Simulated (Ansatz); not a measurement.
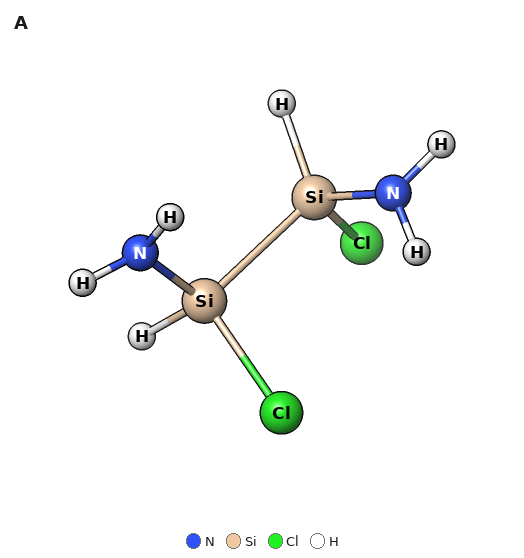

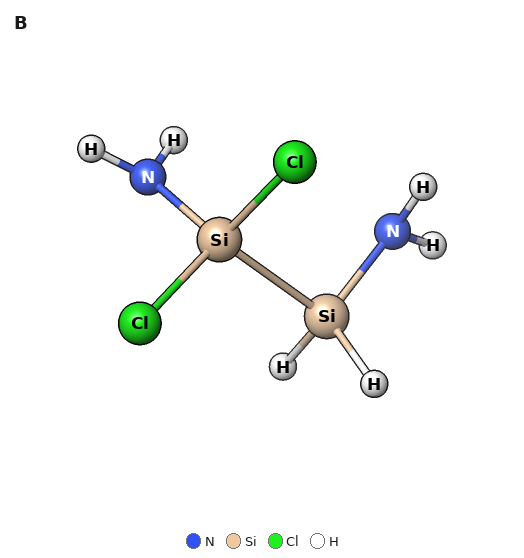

2 stationary structures of one formula. Geometries: PBE0-D4/def2-TZVP. Electronic energies: ωB97X-V/def2-TZVPP (Ansatz 0.2.0), without zero-point energy. No frequency run is at hand to confirm each as a minimum. Each is one conformer, not always the lowest.

### Are they conformers, stereoisomers or constitutional isomers?

They are constitutional isomers of Cl2H6N2Si2: A `N[Si@H](Cl)[Si@@H](N)Cl`, B `N[SiH2][Si](N)(Cl)Cl`.

### Which is lowest in energy, and by how much?

A is lowest; B lies 2.4 kcal/mol above it.

Give E(B) − E(A) in kcal/mol at these levels too: PBE0-D4/def2-TZVPP; PBE-D4/def2-TZVPP; r2SCAN-D4/def2-TZVPP; ωB97M-V/def2-TZVPP; B3LYP-D4/def2-TZVPP; ωB97X-V/def2-TZVPP; B2PLYP (frozen core)/def2-TZVPP; RHF-CCSD(T) (frozen core)/def2-TZVPP.

| level | E(B) − E(A) (kcal/mol) |
| --- | --- |
| PBE0-D4/def2-TZVPP | +2.5 |
| PBE-D4/def2-TZVPP | +2.6 |
| r2SCAN-D4/def2-TZVPP | +2.5 |
| ωB97M-V/def2-TZVPP | +2.4 |
| B3LYP-D4/def2-TZVPP | +2.5 |
| ωB97X-V/def2-TZVPP | +2.4 |
| B2PLYP (frozen core)/def2-TZVPP | +2.6 |
| RHF-CCSD(T) (frozen core)/def2-TZVPP | +2.4 |
